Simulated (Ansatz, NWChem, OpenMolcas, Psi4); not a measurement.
## Computed against measured: atomisation enthalpy at 298 K

10 molecules holding an element past argon; the atomisation enthalpy at 298 K in kJ/mol, computed less measured. Shapes, held fixed at every level: PBE0-D4/def2-TZVP. Thermal terms are harmonic and unscaled (PBE0-D4/def2-TZVP); the spin-orbit lowering of the free atoms is taken from their spectra. Programs: Ansatz 0.2.0, NWChem 7.3.0, OpenMolcas 26.06, Psi4 1.11. A level may come from different programs for different species; with the same settings they agree closely. Measured values: Active Thermochemical Tables, CRC Handbook of Chemistry and Physics, NIST-JANAF tables.

Levels: A = HF/3-21G; B = B3LYP-D4/def2-TZVPP; C = wB97X-V/def2-TZVPP; D = MP2/def2-SVP.

```csv
molecule,from tabulated heats,A,B,C,D
BI3 (boron triiodide),819,-388,+19,+25,+23
CBr2Cl2 (dibromodichloromethane),1180,-767,-49,-17,-78
CBr2F2 (SMILES FC(F)(Br)Br),1484,-812,-30,-3,-42
CH3Br (bromomethane),1519,-463,-5,-5,-83
CH3I (methyl iodide),1463,-453,-9,-12,-93
CHBrCl2 (bromodichloromethane),1341,-692,-31,-6,-85
CHBrClF (bromochlorofluoromethane),1479,-729,-23,-2,-69
C2H3I (SMILES C=CI),2064,-685,-8,-17,-94
C2H3BrO (acetyl bromide),2639,-1024,-5,-7,-76
C2H5Br (bromoethane),2699,-785,-5,-4,-117
```

Question: Sum up the errors.

Answer: 
```csv
level,kind,mean error,mean absolute error,worst case
HF/3-21G,Hartree–Fock,-679.8,679.8,C2H3BrO
B3LYP-D4/def2-TZVPP,global hybrid,-14.6,18.4,CBr2Cl2
wB97X-V/def2-TZVPP,range-separated hybrid,-4.8,9.8,BI3
MP2/def2-SVP,perturbation theory,-71.4,76.0,C2H5Br
```

On this set wB97X-V/def2-TZVPP has the smallest mean absolute error and HF/3-21G the largest. HF/3-21G is too low in 10 of 10; B3LYP-D4/def2-TZVPP is too low in 9 of 10; wB97X-V/def2-TZVPP is too low in 9 of 10; MP2/def2-SVP is too low in 9 of 10. The heats of C2H3BrO come from older tables and can be uncertain by 10 kJ/mol or more. The molecules' own spin-orbit binding is left out, so errors for heavy halides read too negative. The tabulated value of BI3 is in doubt (older tables, estimates, or at odds with other calculations) and kept here. Over the 9 molecules whose values aren't doubted the mean absolute errors are A 712.2; B 18.3; C 8.1; D 81.9. Hartree–Fock lacks correlation and underbinds. Rows in very small basis sets show the basis more than the method. Correlated wave functions converge slowly with the basis. For atoms past krypton def2 sets carry core potentials with scalar relativity. All-electron rows are non-relativistic unless named. Relativity is left out for Br. Outer-core shells of Br, I are correlated, in sets that cover them unevenly. The set is small.

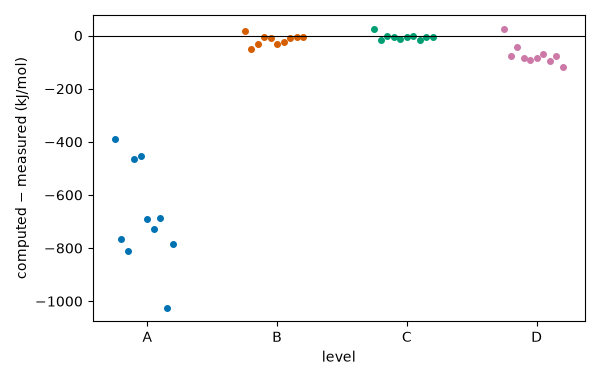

Errors of each level, one point a molecule.
